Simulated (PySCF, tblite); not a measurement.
# C₇H₁₂BPS: geometry, infrared bands and NMR shifts

What infrared bands and NMR shifts should C₇H₁₂BPS (`CB(C)P(C)c1cccs1`) show?

The runs use tblite 0.8.0 and PySCF 2.14.0, with density-fitted response routines of our own; the level of theory stands in each step. All values are computed, except where a source is named. Atoms are numbered from 0 throughout.

### Step 1. The starting structure

22 atoms, charge 0, multiplicity 1; geometry from: force field or distance geometry start.

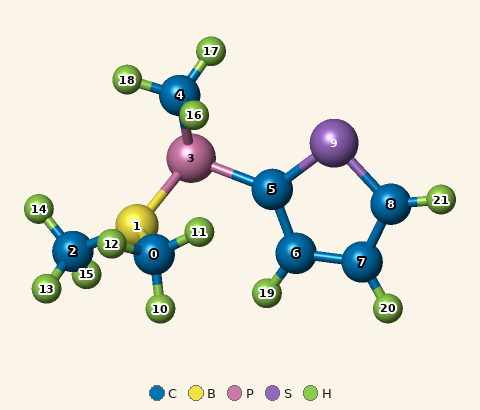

The starting geometry (carbon blue, boron yellow, phosphorus pink, sulfur purple, hydrogen green), atoms numbered; sticks join atoms by distance.

### Step 2. Geometry optimisation with GFN2-xTB

What the job is given:

```
{"job": {"kind": "relax", "xc": "GFN2-xTB", "basis": "xTB"}, "charge": 0, "multiplicity": 1}
C     -1.229600     1.277900     0.725200
B     -1.290600    -0.306700     0.812300
C     -2.169700    -1.000300     1.946000
P     -0.345700    -1.449000    -0.449400
C     -1.218900    -0.806000    -1.951900
C      1.180500    -0.438500    -0.596300
C      1.980600    -0.010600     0.459900
C      3.154200     0.641900     0.054200
C      3.296800     0.698200    -1.328800
S      1.962200    -0.057800    -2.029800
H     -0.843600     1.690600     1.674700
H     -0.592100     1.611700    -0.105300
H     -2.269100     1.670500     0.570100
H     -2.664000    -0.225400     2.569400
H     -2.961500    -1.613400     1.462700
H     -1.540500    -1.635500     2.595400
H     -1.130700     0.302200    -2.032800
H     -0.769600    -1.268700    -2.863800
H     -2.291300    -1.080900    -1.909900
H      1.734200    -0.174800     1.509700
H      3.875200     1.044200     0.744300
H      4.122900     1.149600    -1.856700
```

The run is started by

```sh
$ OMP_NUM_THREADS=1 python probes_run.py task.json out
```

One launch serves the whole session: the jobs run in the order shown.

**Question.** This job is followed by: GFN2-xTB harmonic vibrations, gas phase; GIAO PBE0/pcSseg-1 NMR shielding, non-relativistic, gas phase. Predict these results of the whole session: strongest single infrared mode (GFN2-xTB); zero-point energy (GFN2-xTB); 13C shifts against TMS (PBE0/pcSseg-1, means over atoms taken as alike); 1H shifts against TMS (PBE0/pcSseg-1, means over atoms taken as alike); 11B shifts against BF3·OEt2 (PBE0/pcSseg-1); 31P shifts against H3PO4 (PBE0/pcSseg-1); 33S shifts against CS2 (PBE0/pcSseg-1).

**Answer**, as computed:

| quantity | value |
| --- | --- |
| strongest single infrared mode (GFN2-xTB) | 1073 cm⁻¹, 191 km/mol |
| zero-point energy (GFN2-xTB) | 106.5 kcal/mol |
| 13C shifts against TMS (PBE0/pcSseg-1, means over atoms taken as alike) | 151.9, 137.9, 135.7, 132.2, 15.8, 7.7 ppm |
| 1H shifts against TMS (PBE0/pcSseg-1, means over atoms taken as alike) | 7.32, 7.28, 7.25, 1.66, 1.02 ppm |
| 11B shifts against BF3·OEt2 (PBE0/pcSseg-1) | 95.8 ppm |
| 31P shifts against H3PO4 (PBE0/pcSseg-1) | -69.2 ppm |
| 33S shifts against CS2 (PBE0/pcSseg-1) | 241 ppm |

In words: Relaxing lowered the energy by 0.443 eV in 211 steps; the close pair that moved most is C5–S9, from 1.677 to 1.742 Å. The lowest mode is imaginary (37i cm⁻¹), so the xTB geometry is not a minimum. Unscaled tight-binding wavenumbers are off by several per cent, some by more. Its intensities can rank the bands wrongly. At PBE0/pcSseg-1: Shielding is most anisotropic at S9 (span 314 ppm, paramagnetic term -796 ppm). NICS(1)zz of -26 ppm above the planar ring from C5 marks a diatropic (aromatic) ring current.
